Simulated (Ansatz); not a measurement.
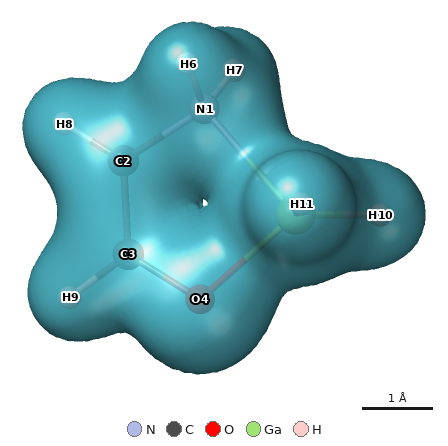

Figure 1: C2H6GaNO. Isosurface of the total electron density at 0.2 e/Å³ (cyan), seen at a tilt.

Geometry: PBE0-D4/def2-TZVP.

Computed with RKS PBE0-D4/def2-TZVPP (Ansatz).

Input file:

```
crystal:
  periodic: [false, false, false]
  atoms:
    - {symbol: N, position_ang: [0.146360, 0.666631, 0.813993]}
    - {symbol: C, position_ang: [-0.091565, -0.757850, 0.965815]}
    - {symbol: C, position_ang: [-0.255549, -1.454886, -0.171284]}
    - {symbol: O, position_ang: [-0.212569, -0.929037, -1.368007]}
    - {symbol: Ga, position_ang: [0.109728, 0.936705, -1.275274]}
    - {symbol: H, position_ang: [1.039779, 0.947218, 1.206790]}
    - {symbol: H, position_ang: [-0.570030, 1.222932, 1.270634]}
    - {symbol: H, position_ang: [-0.126615, -1.189869, 1.955088]}
    - {symbol: H, position_ang: [-0.437482, -2.528913, -0.123363]}
    - {symbol: H, position_ang: [-1.176696, 1.778373, -1.582657]}
    - {symbol: H, position_ang: [1.574630, 1.308686, -1.691745]}
basis:
  gaussian: {orbitals: def2-TZVPP}
hamiltonian: {xc: pbe0, dispersion: d4}
output: {orbitals: {seedname: orbitals}}
```

Launched as:

```sh
ansatz run in.yaml --threads 4 --pin off --events-out ev --progress --plain --max-ram 10444MiB
```

Q: What does this surface tell about the bonding?

A: At this value the surface is in one piece. It bridges the sampled C–O (1.31 Å), C–C (1.34 Å), C–N (1.45 Å) and Ga–O (1.90 Å) contacts, where the density stays above the isovalue. On the grid the lowest density along these lines, outside the cores, is 2.2 e/Å³ (C–O, 1.31 Å), 2.4 e/Å³ (C–C, 1.34 Å), 1.8 e/Å³ (C–N, 1.45 Å) and 0.7 e/Å³ (Ga–O, 1.90 Å).
